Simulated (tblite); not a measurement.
Geometry relaxation of C8H11Al (part 1 of 4)

- system: C8H11Al, SMILES CC#[C][AlH][C]#CCCC
- method: GFN2-xTB geometry optimisation, gas phase (tblite 0.8.0)

It belongs to a series of runs on one base structure; here: H on C replaced by C2H5.

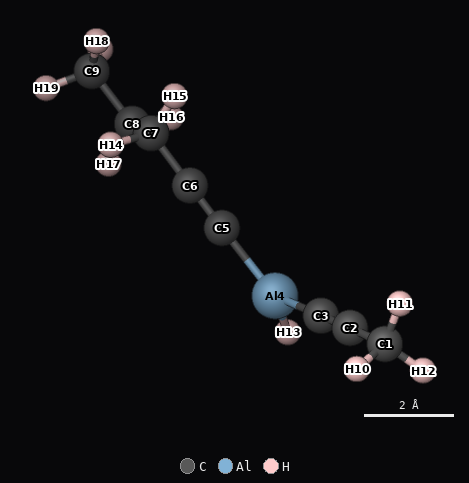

**Figure 1.** The input geometry (ball-and-stick view, seen at a tilt; atoms are numbered from 1 in the order of the input). Sticks mark near contacts.

## Key numbers

| quantity | value |
| --- | --- |
| outcome | converged |
| total energy | −644.3226 eV |
| hardware | 1 CPU thread, shared host |
| peak memory | 0.18 GiB |

## The input
```
{"job": {"kind": "relax", "xc": "GFN2-xTB", "basis": "xTB"}, "charge": 0, "multiplicity": 1}
C      5.951200     0.342500    -0.215100
C      4.599600    -0.122900    -0.584800
C      3.497400    -0.528500    -0.883400
Al     1.724100    -1.170900    -1.383000
C      0.117600    -0.515100    -0.487300
C     -0.889300    -0.100700     0.029600
C     -2.115200     0.419200     0.672500
C     -3.298800    -0.064400    -0.121100
C     -4.599300     0.418300     0.477700
H      6.319300    -0.195400     0.705900
H      5.916300     1.416600     0.042600
H      6.647500     0.186800    -1.038300
H      1.618500    -2.124400    -2.653800
H     -2.178400    -0.054500     1.682600
H     -2.032200     1.507700     0.749600
H     -3.231300     0.273400    -1.159300
H     -3.292900    -1.175500    -0.122700
H     -4.451400     1.291500     1.112100
H     -4.992900    -0.403600     1.104000
H     -5.315000     0.610500    -0.340600
```

The first line tells a small driver script what to run in tblite; the rest is the geometry in Å.

Run as:
```bash
OMP_NUM_THREADS=1 python <driver script> task.json out
```

## What the program printed
```
step      E/eV     max force
  0    -644.03024    1.771
  1    -644.06400    3.492
  2    -644.15687    0.479
  3    -644.18150    0.544
  4    -644.21307    0.484
  5    -644.22143    0.866
  6    -644.23071    0.280
  7    -644.23516    0.173
  8    -644.23892    0.115
  9    -644.24112    0.131
 10    -644.24406    0.131
 11    -644.24591    0.111
 12    -644.24763    0.086
 13    -644.24926    0.099
 14    -644.25113    0.119
 15    -644.25300    0.104
 16    -644.25484    0.101
 17    -644.25676    0.111
 18    -644.25921    0.126
 19    -644.26282    0.155
 20    -644.26807    0.242
 21    -644.27467    0.262
 22    -644.28155    0.198
 23    -644.28733    0.161
 24    -644.29226    0.201
 25    -644.29708    0.211
 26    -644.30166    0.181
 27    -644.30043    0.297
 28    -644.30731    0.121
 29    -644.30910    0.107
 30    -644.31250    0.121
 31    -644.31349    0.088
 32    -644.31492    0.064
 33    -644.31556    0.073
 34    -644.31637    0.092
 35    -644.31703    0.075
 36    -644.31760    0.044
 37    -644.31802    0.049
 38    -644.31844    0.052
 39    -644.31889    0.053
 40    -644.31935    0.050
 41    -644.31975    0.044
 42    -644.32010    0.050
 43    -644.32040    0.052
 44    -644.32070    0.047
 45    -644.32101    0.049
 46    -644.32135    0.064
 47    -644.32168    0.072
 48    -644.32191    0.057
 49    -644.32205    0.034
 50    -644.32214    0.030
 51    -644.32224    0.037
 52    -644.32235    0.035
 53    -644.32244    0.029
 54    -644.32248    0.016
 55    -644.32250    0.012
 56    -644.32252    0.015
 57    -644.32254    0.018
 58    -644.32256    0.013
 59    -644.32258    0.009
```

## Trajectory as extended XYZ (Å, eV, eV/Å), 40 of the 60 frames kept, from step=0 to step=59
```
20
Properties=species:S:1:pos:R:3:forces:R:3 step=0 energy=-644.03024
C     5.9512    0.3425   -0.2151   -0.5290  -0.1440   0.7970
C     4.5996   -0.1229   -0.5848    1.3160   0.3180   0.3830
C     3.4974   -0.5285   -0.8834   -0.4450  -0.2880  -0.1430
Al    1.7241   -1.1709   -1.3830    0.0330   0.2330  -0.2730
C     0.1176   -0.5151   -0.4873    0.9850  -0.6200  -0.6200
C    -0.8893   -0.1007    0.0296   -1.2940   0.7820   0.9230
C    -2.1152    0.4192    0.6725    1.3900  -0.9630   0.3400
C    -3.2988   -0.0644   -0.1211   -0.1690  -0.4580  -0.5930
C    -4.5993    0.4183    0.4777   -0.8380  -0.6490   0.1260
H     6.3193   -0.1954    0.7059   -0.3870   0.3550  -0.9560
H     5.9163    1.4166    0.0426   -0.0060  -0.4140  -0.2140
H     6.6475    0.1868   -1.0383   -0.0640  -0.0260   0.0850
H     1.6185   -2.1244   -2.6538   -0.0170   0.1880   0.4390
H    -2.1784   -0.0545    1.6826    0.1230   0.5820  -0.4110
H    -2.0322    1.5077    0.7496   -0.1980  -0.1500   0.0230
H    -3.2313    0.2734   -1.1593    0.1760  -0.0270   0.0280
H    -3.2929   -1.1755   -0.1227    0.0860   0.5540  -0.1880
H    -4.4514    1.2915    1.1121   -0.1950   0.0160  -0.2720
H    -4.9929   -0.4036    1.1040   -0.1200   0.6120  -0.1470
H    -5.3150    0.6105   -0.3406    0.1520   0.0980   0.6730
20
Properties=species:S:1:pos:R:3:forces:R:3 step=2 energy=-644.15687
C     5.9412    0.3401   -0.1973   -0.0180   0.0620  -0.3990
C     4.6128   -0.1226   -0.5801    0.1200  -0.0660   0.1280
C     3.5046   -0.5295   -0.8823    0.0720  -0.0860  -0.0320
Al    1.7257   -1.1645   -1.3913    0.0970   0.3020  -0.0870
C     0.1174   -0.5211   -0.4904    0.1660  -0.2370  -0.2120
C    -0.8907   -0.0935    0.0380    0.3060   0.0130   0.1270
C    -2.0866    0.3983    0.6811   -0.1750   0.0880  -0.3330
C    -3.3028   -0.0743   -0.1336    0.0950   0.2110   0.2560
C    -4.6172    0.4035    0.4807    0.3630   0.1250  -0.0220
H     6.3094   -0.1871    0.6822   -0.0720  -0.1090  -0.0510
H     5.9161    1.4064    0.0372   -0.0500  -0.0260  -0.0490
H     6.6444    0.1864   -1.0341   -0.2500   0.0150   0.3170
H     1.6180   -2.1191   -2.6413   -0.0200   0.1220   0.3110
H    -2.1750   -0.0396    1.6741    0.1180   0.1400   0.2370
H    -2.0379    1.5016    0.7503   -0.1180  -0.4130   0.0050
H    -3.2262    0.2731   -1.1596    0.1460   0.0500  -0.1340
H    -3.2906   -1.1625   -0.1286    0.0410  -0.1020  -0.2360
H    -4.4572    1.2909    1.1036   -0.1890  -0.1370  -0.2970
H    -4.9980   -0.3891    1.1020   -0.3800  -0.0630   0.2840
H    -5.3127    0.6135   -0.3232   -0.2530   0.1120   0.1870
20
Properties=species:S:1:pos:R:3:forces:R:3 step=3 energy=-644.18150
C     5.9404    0.3409   -0.2020   -0.0690   0.0310  -0.0960
C     4.6141   -0.1242   -0.5782    0.1580  -0.0280   0.1000
C     3.5076   -0.5304   -0.8823   -0.0630  -0.1240  -0.0680
Al    1.7273   -1.1596   -1.3933    0.1250   0.2740  -0.0510
C     0.1179   -0.5242   -0.4928    0.3500  -0.2920  -0.2970
C    -0.8839   -0.0937    0.0393   -0.0410   0.1330   0.2480
C    -2.0875    0.3983    0.6768    0.0030  -0.1010  -0.1120
C    -3.3017   -0.0719   -0.1306    0.0980   0.0540  -0.0150
C    -4.6131    0.4043    0.4806    0.0740  -0.0870   0.0070
H     6.3077   -0.1881    0.6797   -0.0790  -0.0740  -0.0820
H     5.9153    1.4052    0.0361   -0.0540   0.0140  -0.0480
H     6.6404    0.1866   -1.0290   -0.0920  -0.0150   0.1000
H     1.6177   -2.1169   -2.6357   -0.0190   0.1080   0.2710
H    -2.1730   -0.0364    1.6770    0.1240   0.1620   0.1040
H    -2.0401    1.4950    0.7504   -0.0950  -0.2260  -0.0120
H    -3.2236    0.2738   -1.1617    0.1220   0.0300  -0.0210
H    -3.2898   -1.1631   -0.1325    0.0360  -0.0200  -0.2100
H    -4.4605    1.2888    1.0985   -0.1300   0.0110  -0.1730
H    -5.0040   -0.3890    1.1061   -0.2640   0.0690   0.1650
H    -5.3163    0.6154   -0.3191   -0.1840   0.0810   0.1900
20
Properties=species:S:1:pos:R:3:forces:R:3 step=5 energy=-644.22143
C     5.9326    0.3435   -0.2063    0.1230   0.0320   0.1750
C     4.6227   -0.1302   -0.5702   -0.7850  -0.2680  -0.2500
C     3.5141   -0.5385   -0.8856    0.5310   0.1460   0.0970
Al    1.7395   -1.1337   -1.4017    0.0520   0.0920   0.0650
C     0.1220   -0.5409   -0.5063    0.3690  -0.1850  -0.2600
C    -0.8579   -0.0923    0.0488   -0.4300   0.1510   0.2590
C    -2.0809    0.3856    0.6701    0.1440  -0.1230   0.1130
C    -3.2964   -0.0710   -0.1330   -0.0160  -0.1750  -0.1420
C    -4.6103    0.3950    0.4816   -0.1670  -0.0630   0.0130
H     6.2977   -0.1925    0.6654    0.0250  -0.0990   0.1470
H     5.9102    1.4032    0.0301   -0.0690   0.1650   0.0120
H     6.6306    0.1852   -1.0179    0.1530  -0.0430  -0.2510
H     1.6159   -2.1053   -2.6071   -0.0110   0.0380   0.0750
H    -2.1610   -0.0176    1.6849    0.0860  -0.0120   0.0320
H    -2.0508    1.4722    0.7496    0.0010   0.1500  -0.0730
H    -3.2106    0.2773   -1.1653    0.0470   0.0710   0.0650
H    -3.2857   -1.1614   -0.1540    0.0090  -0.0750  -0.1600
H    -4.4744    1.2882    1.0792    0.0370   0.1610   0.0550
H    -5.0300   -0.3796    1.1215   -0.0060   0.0840   0.0280
H    -5.3324    0.6233   -0.2965   -0.0930  -0.0480   0.0000
20
Properties=species:S:1:pos:R:3:forces:R:3 step=6 energy=-644.23071
C     5.9311    0.3447   -0.2047    0.0710  -0.0440   0.0410
C     4.6183   -0.1342   -0.5703    0.1070   0.0850  -0.0080
C     3.5186   -0.5409   -0.8869   -0.1460  -0.0860  -0.0980
Al    1.7449   -1.1240   -1.4029    0.0170   0.0070   0.0620
C     0.1258   -0.5475   -0.5128   -0.2260   0.1290   0.1040
C    -0.8529   -0.0913    0.0537    0.1390  -0.1470  -0.1110
C    -2.0771    0.3799    0.6704    0.0210   0.0090   0.1090
C    -3.2952   -0.0741   -0.1363   -0.0590  -0.1120  -0.0130
C    -4.6121    0.3913    0.4818   -0.1040   0.0480   0.0270
H     6.2952   -0.1960    0.6643    0.0280  -0.0660   0.1530
H     5.9073    1.4059    0.0285   -0.0680   0.1100   0.0180
H     6.6308    0.1839   -1.0197    0.0680  -0.0160  -0.1580
H     1.6152   -2.1011   -2.5970    0.0010   0.0210   0.0200
H    -2.1559   -0.0122    1.6882    0.0610  -0.0740   0.0490
H    -2.0541    1.4683    0.7481    0.0200   0.1300  -0.0870
H    -3.2058    0.2797   -1.1654    0.0260   0.0850   0.0450
H    -3.2842   -1.1622   -0.1635   -0.0030  -0.1380  -0.1460
H    -4.4779    1.2911    1.0745    0.0680   0.0870   0.0400
H    -5.0381   -0.3755    1.1269    0.0510   0.0550   0.0120
H    -5.3392    0.6249   -0.2897   -0.0720  -0.0840  -0.0580
20
Properties=species:S:1:pos:R:3:forces:R:3 step=8 energy=-644.23892
C     5.9351    0.3436   -0.2028    0.0290  -0.0040  -0.0200
C     4.6176   -0.1326   -0.5723    0.0670   0.0290  -0.0070
C     3.5176   -0.5436   -0.8906    0.1130   0.0200  -0.0130
Al    1.7457   -1.1221   -1.3996   -0.0600  -0.0220   0.0180
C     0.1235   -0.5457   -0.5134   -0.0180   0.0300  -0.0060
C    -0.8541   -0.0948    0.0538   -0.0750  -0.0190   0.0250
C    -2.0765    0.3797    0.6744   -0.0480   0.0060  -0.0030
C    -3.2973   -0.0794   -0.1366   -0.0150   0.0090   0.0610
C    -4.6161    0.3936    0.4825    0.0250   0.0340  -0.0120
H     6.2964   -0.1999    0.6721   -0.0130   0.0340  -0.0170
H     5.9035    1.4110    0.0291   -0.0180  -0.0870  -0.0130
H     6.6340    0.1830   -1.0275   -0.0500   0.0170   0.0500
H     1.6151   -2.0993   -2.5944    0.0000   0.0230   0.0270
H    -2.1517   -0.0155    1.6918    0.0460  -0.0230   0.0270
H    -2.0534    1.4735    0.7431    0.0070  -0.0410  -0.0620
H    -3.2038    0.2845   -1.1626    0.0140   0.0540   0.0600
H    -3.2844   -1.1696   -0.1728   -0.0190  -0.0330  -0.1060
H    -4.4749    1.2961    1.0756    0.0300  -0.0040  -0.0480
H    -5.0372   -0.3727    1.1292    0.0180   0.0410   0.0440
H    -5.3443    0.6207   -0.2919   -0.0320  -0.0640  -0.0030
20
Properties=species:S:1:pos:R:3:forces:R:3 step=9 energy=-644.24112
C     5.9368    0.3432   -0.2023    0.0100   0.0030  -0.0230
C     4.6190   -0.1318   -0.5729    0.0390   0.0040  -0.0120
C     3.5199   -0.5447   -0.8926    0.1270   0.0340  -0.0020
Al    1.7456   -1.1202   -1.3984   -0.0440  -0.0210   0.0210
C     0.1222   -0.5452   -0.5145    0.0210   0.0150  -0.0220
C    -0.8544   -0.0966    0.0549   -0.1210   0.0080   0.0430
C    -2.0765    0.3788    0.6759   -0.0610  -0.0130  -0.0170
C    -3.2982   -0.0815   -0.1360   -0.0010   0.0280   0.0480
C    -4.6174    0.3944    0.4826    0.0440   0.0060  -0.0180
H     6.2960   -0.2011    0.6741   -0.0110   0.0540  -0.0490
H     5.9013    1.4113    0.0288    0.0040  -0.1060  -0.0110
H     6.6339    0.1829   -1.0293   -0.0490   0.0210   0.0810
H     1.6150   -2.0974   -2.5910   -0.0020   0.0120   0.0130
H    -2.1483   -0.0161    1.6942    0.0320  -0.0050   0.0120
H    -2.0536    1.4736    0.7398    0.0030  -0.0720  -0.0470
H    -3.2019    0.2878   -1.1603    0.0040   0.0440   0.0680
H    -3.2846   -1.1731   -0.1800   -0.0290   0.0230  -0.0750
H    -4.4739    1.2981    1.0740    0.0220  -0.0150  -0.0650
H    -5.0379   -0.3699    1.1318    0.0200   0.0370   0.0490
H    -5.3480    0.6182   -0.2914   -0.0070  -0.0580   0.0070
20
Properties=species:S:1:pos:R:3:forces:R:3 step=11 energy=-644.24591
C     5.9403    0.3422   -0.2018   -0.0280   0.0030  -0.0060
C     4.6251   -0.1302   -0.5746   -0.0260  -0.0500  -0.0220
C     3.5292   -0.5469   -0.8984   -0.0010   0.0100  -0.0190
Al    1.7452   -1.1155   -1.3940    0.0360   0.0060   0.0400
C     0.1179   -0.5427   -0.5172    0.0290   0.0140  -0.0040
C    -0.8585   -0.1015    0.0583   -0.0800   0.0020   0.0000
C    -2.0793    0.3742    0.6792   -0.0390  -0.0520  -0.0070
C    -3.3005   -0.0857   -0.1334    0.0010   0.0330  -0.0160
C    -4.6190    0.3952    0.4822    0.0250  -0.0480  -0.0010
H     6.2947   -0.2010    0.6757    0.0250   0.0390  -0.0330
H     5.8964    1.4076    0.0275    0.0430  -0.0130   0.0170
H     6.6323    0.1835   -1.0297    0.0370   0.0110   0.0440
H     1.6144   -2.0922   -2.5819   -0.0090  -0.0160  -0.0200
H    -2.1387   -0.0166    1.7003   -0.0240   0.0200  -0.0040
H    -2.0546    1.4695    0.7297   -0.0120  -0.0720   0.0010
H    -3.1969    0.2983   -1.1514   -0.0170   0.0430   0.0330
H    -3.2868   -1.1783   -0.2013   -0.0450   0.1010   0.0060
H    -4.4707    1.3027    1.0658    0.0100   0.0030  -0.0760
H    -5.0390   -0.3609    1.1413    0.0340   0.0130   0.0580
H    -5.3568    0.6090   -0.2890    0.0420  -0.0470   0.0100
20
Properties=species:S:1:pos:R:3:forces:R:3 step=12 energy=-644.24763
C     5.9408    0.3418   -0.2020   -0.0240   0.0010   0.0010
C     4.6274   -0.1306   -0.5757   -0.0280  -0.0510  -0.0180
C     3.5325   -0.5472   -0.9009   -0.0670  -0.0120  -0.0290
Al    1.7456   -1.1142   -1.3913    0.0390   0.0110   0.0280
C     0.1163   -0.5407   -0.5175    0.0120   0.0200   0.0140
C    -0.8619   -0.1035    0.0589   -0.0100  -0.0260  -0.0360
C    -2.0817    0.3714    0.6801   -0.0050  -0.0470   0.0060
C    -3.3014   -0.0861   -0.1326   -0.0110   0.0220  -0.0340
C    -4.6186    0.3944    0.4820   -0.0060  -0.0400   0.0180
H     6.2949   -0.1995    0.6751    0.0390   0.0080   0.0030
H     5.8961    1.4052    0.0275    0.0400   0.0490   0.0260
H     6.6324    0.1841   -1.0282    0.0750   0.0020   0.0020
H     1.6139   -2.0909   -2.5796   -0.0090  -0.0150  -0.0150
H    -2.1360   -0.0165    1.7022   -0.0470   0.0130   0.0050
H    -2.0551    1.4659    0.7261   -0.0180  -0.0380   0.0200
H    -3.1959    0.3032   -1.1472   -0.0190   0.0550  -0.0090
H    -3.2890   -1.1773   -0.2086   -0.0440   0.0700   0.0220
H    -4.4690    1.3042    1.0607    0.0050   0.0240  -0.0650
H    -5.0379   -0.3573    1.1462    0.0380  -0.0020   0.0610
H    -5.3585    0.6042   -0.2880    0.0390  -0.0460   0.0010
20
Properties=species:S:1:pos:R:3:forces:R:3 step=14 energy=-644.25113
C     5.9411    0.3412   -0.2027    0.0200   0.0080   0.0030
C     4.6301   -0.1343   -0.5791    0.0110  -0.0180   0.0030
C     3.5355   -0.5479   -0.9073   -0.0710  -0.0200  -0.0120
Al    1.7470   -1.1125   -1.3848   -0.0210  -0.0090  -0.0420
C     0.1145   -0.5353   -0.5171    0.0080   0.0090   0.0260
C    -0.8699   -0.1094    0.0577    0.0910  -0.0570  -0.0510
C    -2.0868    0.3641    0.6821    0.0490  -0.0030   0.0090
C    -3.3041   -0.0848   -0.1324   -0.0200   0.0040  -0.0370
C    -4.6181    0.3915    0.4829   -0.0400   0.0150   0.0390
H     6.2981   -0.1960    0.6745    0.0280  -0.0320   0.0330
H     5.8980    1.4036    0.0292    0.0110   0.0760   0.0130
H     6.6374    0.1858   -1.0247    0.0720  -0.0020  -0.0270
H     1.6126   -2.0896   -2.5767   -0.0070   0.0000   0.0200
H    -2.1348   -0.0165    1.7063   -0.0750  -0.0180   0.0140
H    -2.0570    1.4573    0.7207   -0.0170   0.0270   0.0510
H    -3.1956    0.3167   -1.1402   -0.0220   0.0630  -0.0700
H    -3.2963   -1.1719   -0.2205   -0.0300  -0.0370   0.0130
H    -4.4653    1.3086    1.0470   -0.0190   0.0620  -0.0310
H    -5.0325   -0.3512    1.1595    0.0410  -0.0180   0.0580
H    -5.3590    0.5914   -0.2872   -0.0090  -0.0480  -0.0120
20
Properties=species:S:1:pos:R:3:forces:R:3 step=15 energy=-644.25300
C     5.9418    0.3412   -0.2031    0.0420   0.0110   0.0030
C     4.6312   -0.1373   -0.5813    0.0340   0.0070   0.0110
C     3.5358   -0.5486   -0.9112   -0.0130  -0.0050   0.0130
Al    1.7473   -1.1118   -1.3820   -0.0460  -0.0210  -0.0780
C     0.1148   -0.5323   -0.5167    0.0220  -0.0080   0.0180
C    -0.8735   -0.1138    0.0562    0.0920  -0.0440  -0.0180
C    -2.0887    0.3597    0.6832    0.0470   0.0200  -0.0040
C    -3.3061   -0.0837   -0.1333   -0.0110  -0.0010  -0.0270
C    -4.6186    0.3900    0.4843   -0.0300   0.0410   0.0300
H     6.3008   -0.1946    0.6750    0.0070  -0.0320   0.0190
H     5.8997    1.4045    0.0307   -0.0060   0.0370  -0.0060
H     6.6423    0.1868   -1.0232    0.0350   0.0030  -0.0100
H     1.6116   -2.0889   -2.5747   -0.0080   0.0020   0.0300
H    -2.1363   -0.0170    1.7090   -0.0770  -0.0340   0.0000
H    -2.0585    1.4527    0.7191   -0.0060   0.0410   0.0620
H    -3.1961    0.3261   -1.1378   -0.0270   0.0460  -0.0670
H    -3.3014   -1.1694   -0.2268   -0.0190  -0.0680  -0.0030
H    -4.4637    1.3127    1.0382   -0.0380   0.0680  -0.0140
H    -5.0281   -0.3483    1.1688    0.0430  -0.0100   0.0470
H    -5.3593    0.5826   -0.2871   -0.0410  -0.0510  -0.0050
20
Properties=species:S:1:pos:R:3:forces:R:3 step=17 energy=-644.25676
C     5.9454    0.3419   -0.2035    0.0410   0.0030   0.0030
C     4.6347   -0.1429   -0.5849    0.0430   0.0420   0.0100
C     3.5372   -0.5498   -0.9172    0.0950   0.0280   0.0510
Al    1.7463   -1.1111   -1.3814    0.0030  -0.0080  -0.0720
C     0.1183   -0.5280   -0.5159    0.0360  -0.0350  -0.0020
C    -0.8766   -0.1235    0.0541    0.0130   0.0230   0.0770
C    -2.0901    0.3519    0.6847   -0.0100   0.0310  -0.0310
C    -3.3101   -0.0817   -0.1369    0.0130   0.0040   0.0010
C    -4.6207    0.3893    0.4883    0.0240   0.0450  -0.0180
H     6.3060   -0.1938    0.6762   -0.0260  -0.0080  -0.0190
H     5.9024    1.4076    0.0326   -0.0240  -0.0580  -0.0370
H     6.6534    0.1889   -1.0205   -0.0330   0.0160   0.0270
H     1.6090   -2.0880   -2.5691   -0.0160  -0.0270  -0.0030
H    -2.1436   -0.0198    1.7133   -0.0560  -0.0540  -0.0590
H    -2.0616    1.4459    0.7199    0.0270   0.0190   0.0610
H    -3.1991    0.3463   -1.1364   -0.0400  -0.0270   0.0000
H    -3.3124   -1.1676   -0.2396    0.0030  -0.0220  -0.0330
H    -4.4635    1.3250    1.0202   -0.0720   0.0440   0.0000
H    -5.0171   -0.3424    1.1896    0.0560   0.0420   0.0080
H    -5.3630    0.5624   -0.2863   -0.0780  -0.0570   0.0380
```
